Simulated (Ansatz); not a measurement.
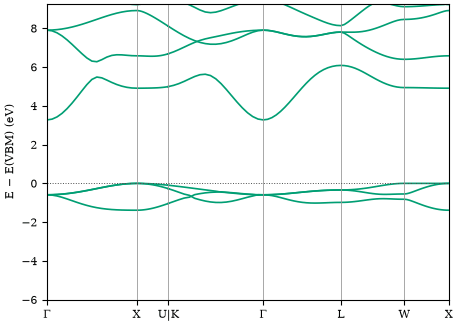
Figure: Band structure from the program Ansatz at the PBE level (PAW)

**Question.** Read off the gap and where the band edges lie.

**Answer.** About 3.3 eV (3.27 eV by a search for the band edges); maximum at W, minimum at Γ.

The material is CaO (zinc blende, space group No. 216).

Space group F-43m (zinc blende). The start of the workflow was typed in or built on a structure type; neither database checked (COD, Materials Project) lists it. It is not the phase usual at ambient conditions (space group No. 225). The PBE relaxation kept the symmetry of its start; whether a distortion lowers the energy is not shown.

Potentials: the later of the program's two PAW sets.
